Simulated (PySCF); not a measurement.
## Electronic structure of CuH (charge +1, doublet) in real space

```yaml
atoms:
  - { symbol: Cu, position_ang: [0.0000, 0.0000, -0.0232] }
  - { symbol: H, position_ang: [0.0000, 0.0000, 1.4478] }
```

Method: PBE0/cc-pVDZ(-PP), non-relativistic Hamiltonian with scalar-relativistic core potentials where named, at a bond length of 1.471 Å (PySCF 2.14.0).

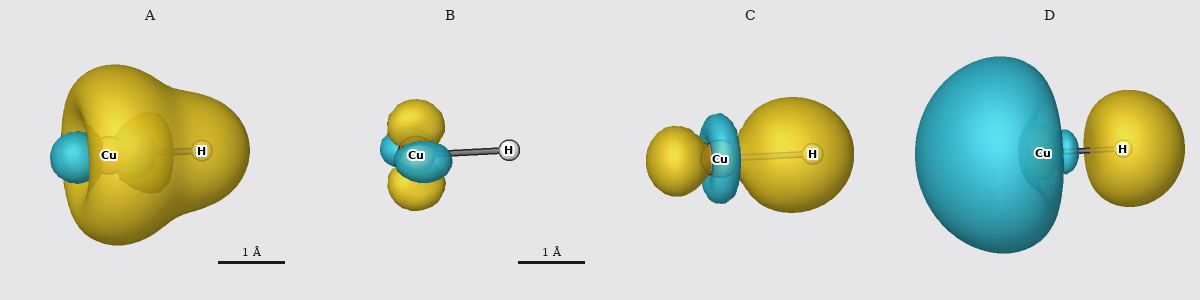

Figure 1. Four frontier β-spin orbitals, each drawn at the value that holds 80 % of its norm (yellow and cyan are the two phases), in no order; of a degenerate pair one member is drawn.

Name the orbitals and rank them from lowest to highest energy.

Orbital B: δ, occupied in this spin, −17.78 eV; almost wholly on Cu.
Orbital C: σ, occupied in this spin, −17.75 eV; shared between the atoms (Cu 70 %, H 30 %).
Orbital A: σ, empty in this spin, −12.08 eV; mainly on Cu (85 %).
Orbital D: σ, empty in this spin, −8.81 eV; mainly on Cu (85 %).

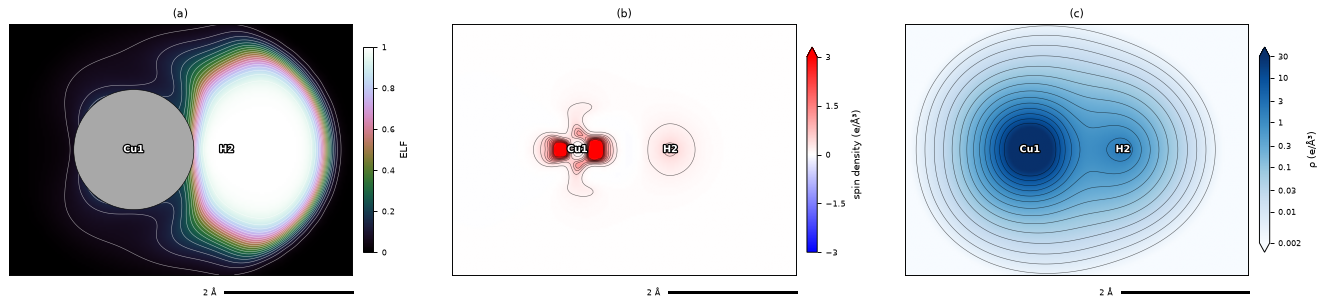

Figure 2. (a) electron localisation function; (b) spin density (α minus β); (c) total electron density on a plane that holds the molecular axis. Grey discs cover the atomic cores in the ELF map.

What do the fields say about this system?

- The section cuts through Cu and H sites.
- Cu–H (1.47 Å): ρ is about 1.5 e/Å³ halfway; the ELF climbs to about 1 towards the hydrogen.
- The unpaired spin (1 electron) lies mostly on Cu1 (about 0.8) and H2 (about 0.2), in electrons by Hirshfeld's partition.

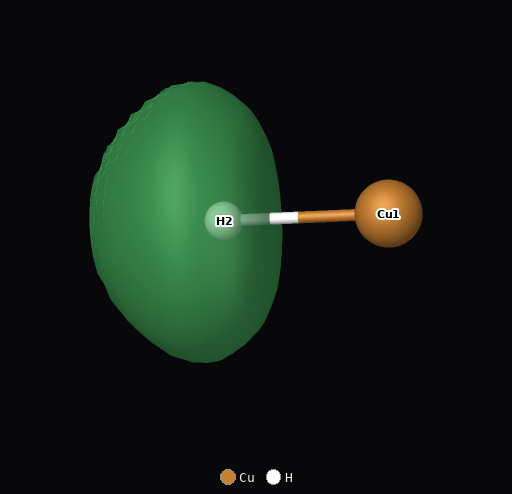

Figure 3. Isosurface of the electron localisation function at 0.75 (green), seen from one side. Core shells and regions of very low density are left out.

Describe the localisation domains.

The surface consists of one region around a hydrogen nucleus.
